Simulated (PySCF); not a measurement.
C₃H₁₁NSSi (SMILES CS[SiH2]N(C)C)

The calculation's input:

```
{"job": {"kind": "nmr", "xc": "PBE0", "basis": "pcSseg-1"}, "charge": 0, "multiplicity": 1}
C      3.299462    -0.140665     0.523965
S      1.785912     0.801090     0.863357
Si     0.384634    -0.539863    -0.041269
N     -1.167523     0.039951     0.358884
C     -2.322076    -0.716130    -0.046571
C     -1.479410     1.413849     0.672567
H      3.231771    -1.119361     0.987766
H      4.124004     0.418001     0.953671
H      3.434900    -0.239285    -0.548344
H      0.549567    -1.865834     0.556931
H      0.728573    -0.603506    -1.471520
H     -2.044754    -1.754460    -0.202940
H     -2.750387    -0.327808    -0.977941
H     -3.091038    -0.667730     0.728951
H     -0.575421     1.934257     0.977123
H     -1.915108     1.931404    -0.189366
H     -2.200105     1.448120     1.494289
```

Run with:

```sh
OMP_NUM_THREADS=1 python probes_run.py task.json out
```

Geometry: GFN2-xTB.

All numbers below come from PySCF, PBE0/pcSseg-1, SCF density, gas phase, non-relativistic.

Question: What will maps of the electron density and electron localisation function show?

Answer: C–S (1.81 Å): the density is about 1.2 e/Å³ at the midpoint; the ELF peaks at about 0.90 between the atoms, as expected for a shared electron pair.
Si–S (2.14 Å): the density is about 0.86 e/Å³ at the midpoint; the ELF peaks at about 0.95 between the atoms; a shared electron pair.
C–H (1.08 Å): the density is about 2 e/Å³ at the midpoint; the ELF climbs to about 1 towards the hydrogen, as it does in any bond to H: an ordinary covalent bond to hydrogen.

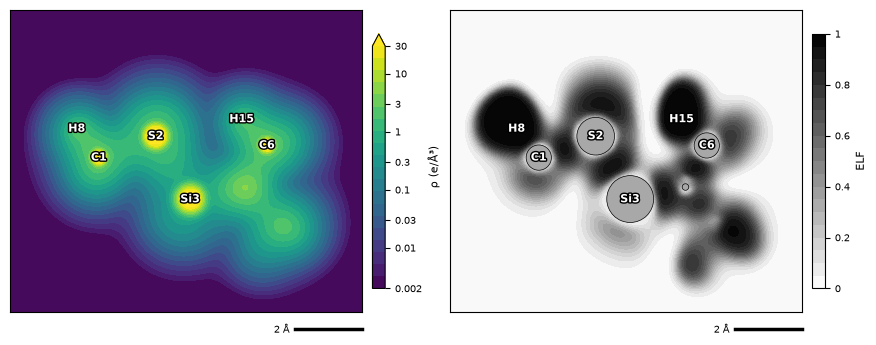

Computed electron density and electron localisation function on the plane of atoms S2, C1 and H8, in this order. Grey discs cover the atomic cores in the ELF map. 
